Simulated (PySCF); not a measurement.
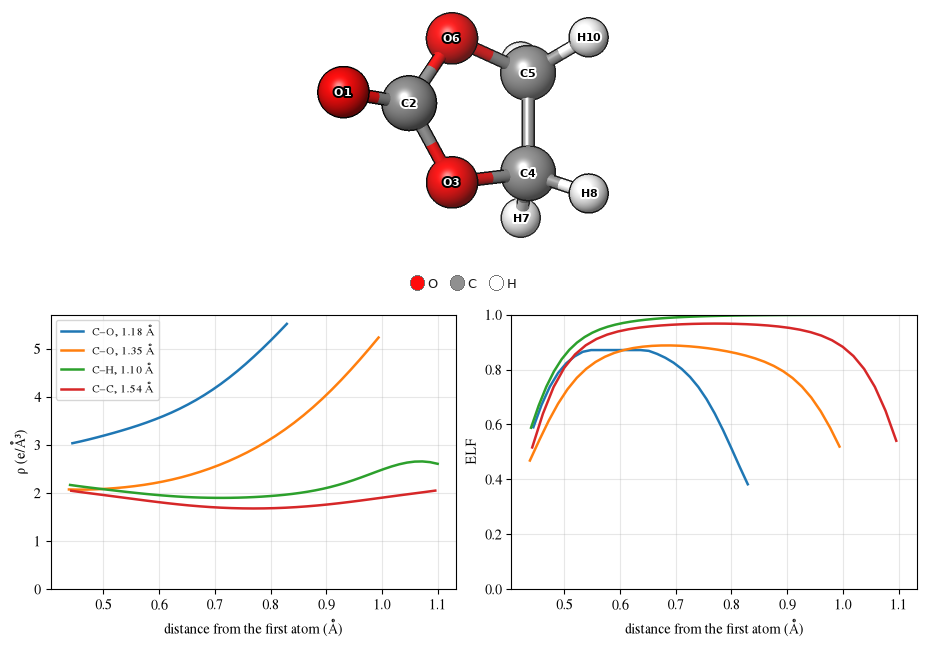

Figure 1: C$_{3}$H$_{4}$O$_{3}$ (ethylene carbonate). Total electron density and ELF along straight lines between neighbouring atoms. The curves leave out the atomic cores. The structure is drawn too.

Geometry: PBE0-D3(BJ)/def2-SVP.

All numbers below come from CAM-B3LYP/def2-SVPD, SCF density, gas phase (PySCF 2.14.0).

```csv
atom,x (Å),y (Å),z (Å)
O,2.5500,0.5170,-0.7344
C,1.4328,0.2885,-0.4129
O,0.8979,-0.9431,-0.2937
C,-0.4534,-0.8776,0.1067
C,-0.7240,0.6312,0.2332
O,0.5098,1.2231,-0.1109
H,-0.5776,-1.4172,1.0576
H,-1.0816,-1.3623,-0.6556
H,-0.9989,0.9346,1.2545
H,-1.5027,0.9854,-0.4589
```

> What kind of bonding do the profiles show?

C–O (1.18 Å): ρ at the midpoint is about 3.5 e/Å³; the ELF peaks at about 0.85 between the atoms; a short, multiple covalent bond.
C–O (1.35 Å): the density is about 2.4 e/Å³ at the midpoint, with its minimum of 2.1 e/Å³ about 0.5 Å from C; the ELF peaks at about 0.90 between the atoms: a shared but strongly polarised pair.
C–H (1.10 Å): ρ is about 2 e/Å³ halfway; the ELF climbs to about 1 towards the hydrogen, as it does in any bond to H (a covalent bond by its length).
C–C (1.54 Å): the density is about 1.7 e/Å³ at the midpoint; the ELF peaks at about 0.95 between the atoms: localised, covalent bonding.
